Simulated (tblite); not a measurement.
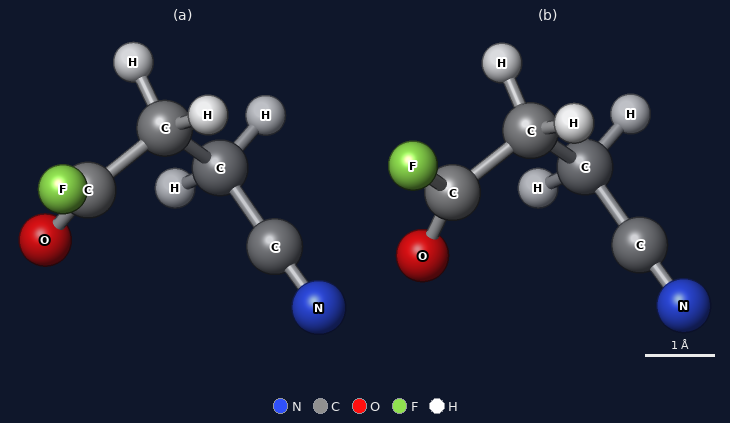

The structure of C₄H₄FNO before (left) and after (right) a relaxation, at one scale.

A ball-and-stick model, seen at a tilt.

All numbers below come from GFN2-xTB geometry optimisation, gas phase (tblite 0.8.0). 

> Summarise the run.

The atom that moves furthest after the best rigid fit is the F atom (0.43 Å). Largest moves by element: F 0.43 Å, O 0.32 Å, H 0.13 Å, N 0.12 Å, C 0.08 Å. Some distances before and after: C–O 1.214 → 1.177 Å, C–C 1.475 → 1.444 Å, C–F 1.346 → 1.363 Å, C–H 1.110 → 1.094 Å. Bond angles that change, for instance: C–C–F 117.1° → 110.1°, C–C–O 125.9° → 130.1°, O–C–F 117.0° → 119.7°. Groups turn about C–C by about 25°. After 50 geometry steps the energy has fallen by 13.8 kJ/mol. The run took 0.15 s on 1 thread of Arm Neoverse V2, with other jobs on the host.
